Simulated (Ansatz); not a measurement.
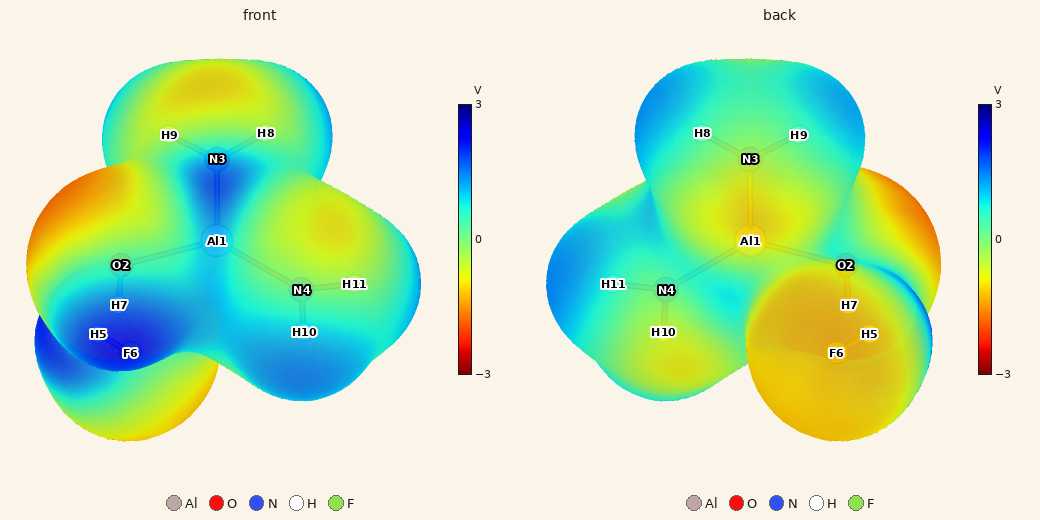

Figure 1: AlH5N2O···HF. The molecular electrostatic potential painted on the density surface at 0.002 e/bohr³, seen from the front and from behind; the colour scale runs from red (negative) to blue (positive).

Not at a stationary point (largest force 1.8 eV/Å).

These are results of RKS r2SCAN-D4/def2-SVP in Ansatz, not measurements.

```
atom    x (Å)    y (Å)    z (Å)
  Al  -0.0699  -0.3986  -0.1505
   O   1.7318  -0.2537  -0.3133
   N  -0.9581   0.0806  -1.5948
   N  -0.8117  -1.1175   1.2859
   H   1.5768   1.9248   0.2581
   F   0.9063   2.4034   0.6543
   H   2.2667  -0.6071   0.4033
   H  -1.9571  -0.0223  -1.7343
   H  -0.5554   0.5835  -2.3785
   H  -0.3228  -1.5060   2.0849
   H  -1.8067  -1.0873   1.4850
```

Which sites attract a positive test charge, and which a negative one?

Answer. A positive charge is drawn to the negative regions and a negative charge to the positive ones. The most negative region (about −1.7 V) lies over O2, the most positive (about +2.1 V) over H5 and H7. O2 is the likeliest acceptor of a hydrogen bond.
